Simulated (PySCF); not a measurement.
## Electronic structure of C4H8BrGeN in real space

Input

```
{"job": {"kind": "uv", "xc": "PBE0", "basis": "def2-SVPD", "nstates": 8, "ntriplets": 3}, "charge": 0, "multiplicity": 1}
C      2.573557    -0.215939    -0.710381
C      1.314131     0.011617    -0.406703
C      0.176806    -0.937191    -0.138333
N     -0.822130     0.017866     0.336966
C     -2.172571    -0.425727     0.541651
Ge     0.107125     1.544948    -0.054724
Br     0.327593     2.864864     1.814827
H      3.275896     0.586591    -0.865103
H      2.956610    -1.220567    -0.816620
H      0.410409    -1.689973     0.622914
H     -0.138477    -1.459651    -1.051990
H     -2.629548    -0.800629    -0.383967
H     -2.766949     0.408646     0.911321
H     -2.197308    -1.227356     1.286903
H     -0.419558     2.550489    -1.108674
```

Command:

```sh
OMP_NUM_THREADS=1 python probes_run.py task.json out
```

Geometry: GFN2-xTB.

Method: PBE0/def2-SVPD, SCF density, gas phase in PySCF.

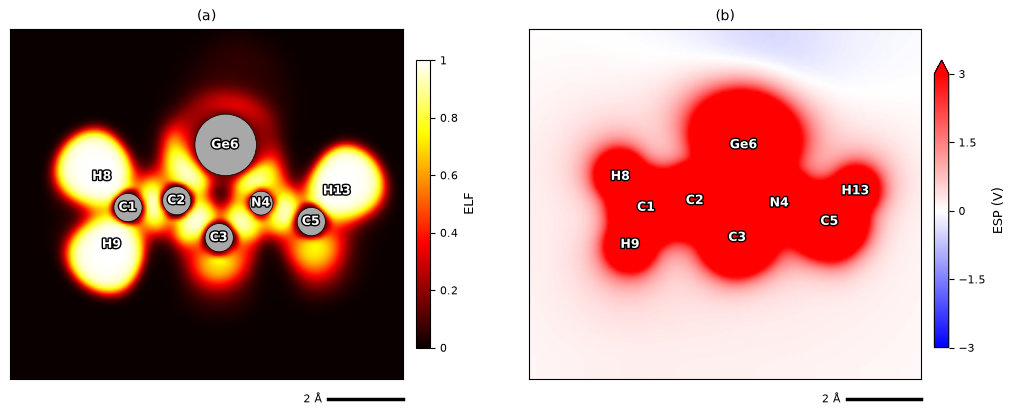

Figure 1. (a) ELF; (b) electrostatic potential on the plane of atoms C3, C2 and Ge6. Grey discs cover the atomic cores in the ELF map.

**What does the map show?**

The plane passes through C, N, Ge and H nuclei.
C–C (1.32 Å): the ELF peaks at about 0.95 between the atoms (a multiple bond).
C–N (1.44 Å): the ELF peaks at about 0.95 between the atoms: a covalent bond.
Ge–N (1.83 Å): the ELF peaks at about 0.85 in the valence shell of N, 0.6 Å from its nucleus, and is about 0.45 at the midpoint.
C–Ge (1.98 Å): the ELF peaks at about 0.90 in the valence shell of C, 0.7 Å from its nucleus, and is about 0.65 at the midpoint.
C–H (1.08 Å): the ELF climbs to about 1 towards the hydrogen, as it does in any bond to H: an ordinary covalent bond to hydrogen.
Outside the dense part of the molecule the potential is most negative (−0.4 V) near Br7, which lies off the plane.

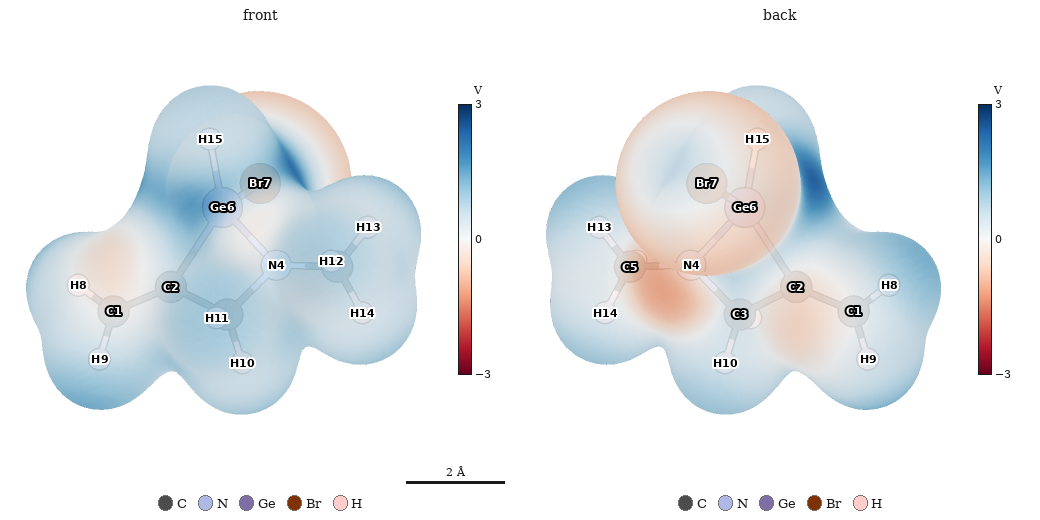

Figure 2. The electrostatic potential painted on the density surface at 0.004 e/bohr³, seen from the front and from behind; red is negative and blue positive.

**Where is the surface potential most negative and most positive?**

The most negative region (about −1.1 V) lies over N4, the most positive (about +2.3 V) over Ge6. Br7 shows a σ-hole: about +0.4 V at the tip opposite its bond, against about −0.6 V on its flanks. N4 is the likeliest acceptor of a hydrogen bond.

**How polar is the molecule by this calculation?**

Its dipole moment is 2.52 D.
